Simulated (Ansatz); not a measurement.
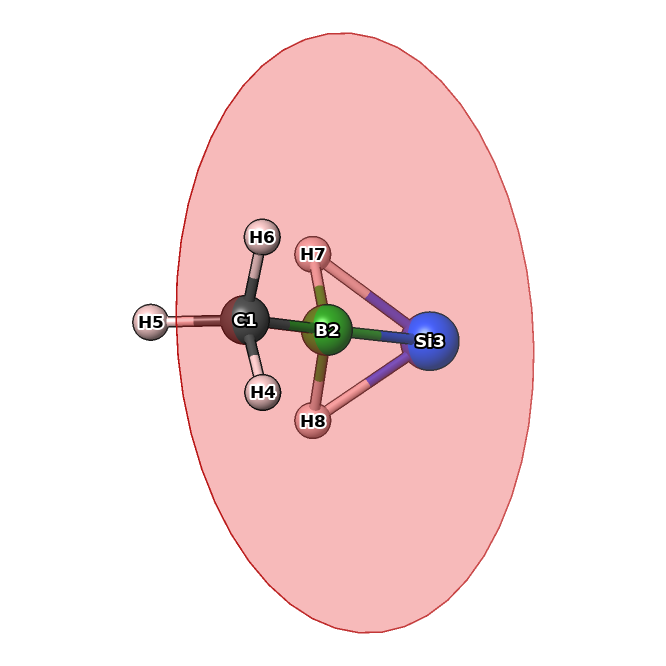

A disc through the centre of mass is drawn in. Distant atoms are faded towards the background colour. Computed geometry: PBE0-D4/def2-TZVP optimisation. No frequency run is at hand to confirm it as a minimum.

Q: Is the plane of the disc a mirror plane of the structure?

A: No. The point group is Cs, with 1 mirror plane, and this plane isn't one of its mirror planes.
